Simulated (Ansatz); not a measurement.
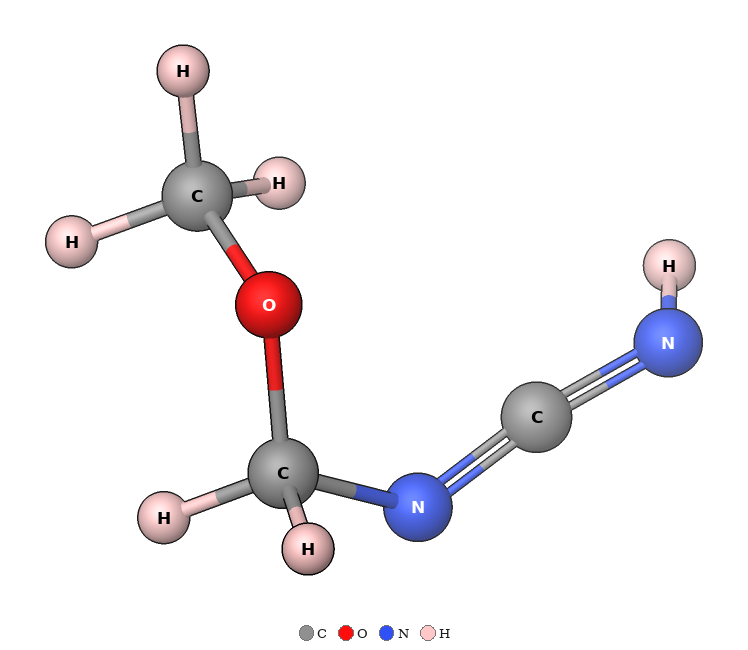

Orthographic view. Atoms fade into the background with distance from the viewer. Computed geometry: PBE0-D4/def2-TZVP optimisation. No frequency run is at hand to confirm it as a minimum.

Q: Give the standard InChI.

A: InChI=1S/C3H6N2O/c1-6-3-5-2-4/h4H,3H2,1H3
